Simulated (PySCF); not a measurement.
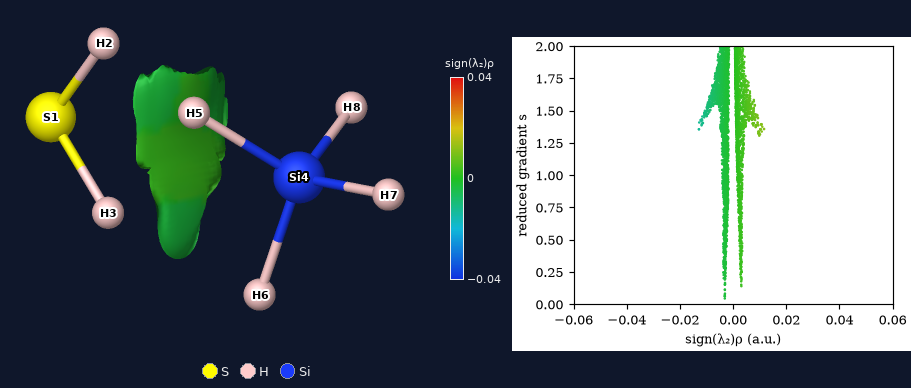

H₆SSi, SMILES `S.[SiH4]`. Non-covalent interaction surfaces between the fragments (reduced density gradient s = 0.5, coloured by sign(λ₂)ρ in a.u.; trimmed to the region between the fragments where ρ is under 0.06 a.u.). Fragment A: H2S (atoms 1–3); fragment B: SiH4. The plot gives s against sign(λ₂)ρ for grid points between the fragments.

PySCF calculation, HF/def2-SVP, gas phase; geometry: GFN2-xTB. GFN2-xTB bond lengths at metals and heavier atoms can be off by up to 0.1 Å and shapes distorted, which carries into these values.

Geometry (Å), atoms numbered from 1:

```
S1       2.0938    0.0036   -0.0010
H2       1.2089   -0.9838    0.0095
H3       1.1434    0.9282    0.0107
Si4     -1.9948   -0.0004   -0.0004
H5      -1.4708   -0.8191    1.0923
H6      -1.5391    1.3776    0.1847
H7      -3.4512   -0.0493   -0.0107
H8      -1.4636   -0.5052   -1.2654
```

Interpret the surfaces between the fragments.

Answer. Bond critical points between the fragments: H3···H6, H···H contact, 2.73 Å, ρ = 0.004 a.u.; H2···H5, H···H contact, 2.90 Å, ρ = 0.003 a.u. All are weak and appear green (van der Waals range). Several contacts close a ring, whose ring point adds a part with positive λ₂ between them. The pose is a local one from a semi-empirical search, not shown to be the most stable.

How strongly are they bound?

Answer. The counterpoise-corrected interaction energy of the frozen fragments is +1.1 kcal/mol without dispersion correction and −1.0 kcal/mol with D3(BJ). The pair geometry is semi-empirical, not a minimum at this level.
